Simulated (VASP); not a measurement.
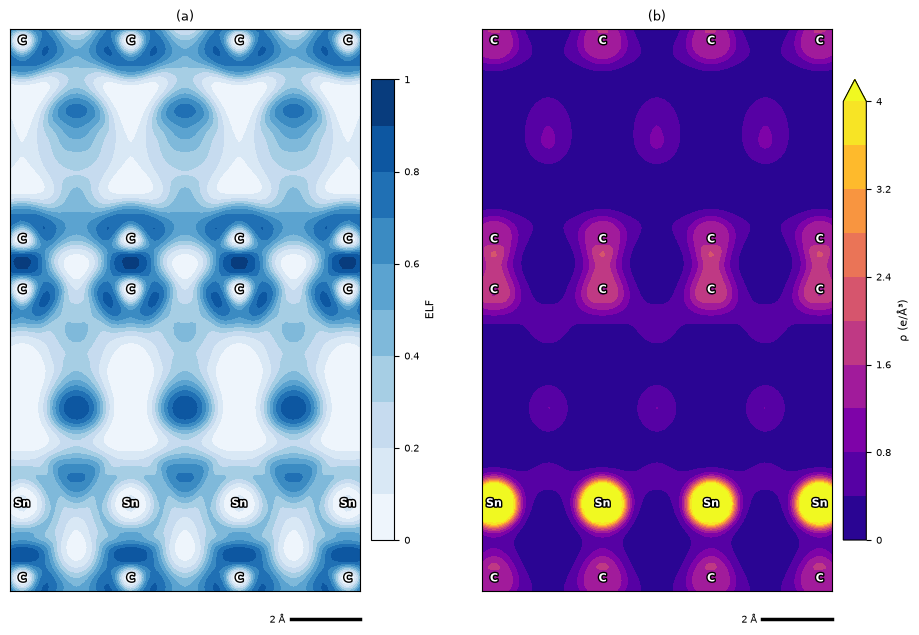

Figure 1: SnC3. (a) ELF; (b) valence electron density on the (100) plane of the conventional cell.

Space group R3m; started from the ordered alloy on diamond lattice prototype, which need not be the ambient phase; computed pressure about −7 GPa in this cell.

Computed with DFT, LDA, plane waves, PAW in VASP 6.6.1.

The density is the valence pseudo-density of a PAW calculation; it isn't the true density close to the nuclei.

### What do the fields say about this system?

- The plane passes through C and Sn nuclei.
- Atoms just off the plane (C, 0.9 Å away and Sn, 0.9 Å away) can leave unmarked features too.
- C–C (1.46 Å): ρ at the midpoint is about 1.8 e/Å³; the ELF peaks at about 0.95 between the atoms, as expected for a covalent bond.
- Sn–C (2.16 Å): ρ is about 0.69 e/Å³ halfway; the ELF peaks at about 0.90 in the valence shell of C, 0.7 Å from its nucleus, and is about 0.60 at the midpoint.
- Between the atoms the lowest density in this plane is 0.04 e/Å³.
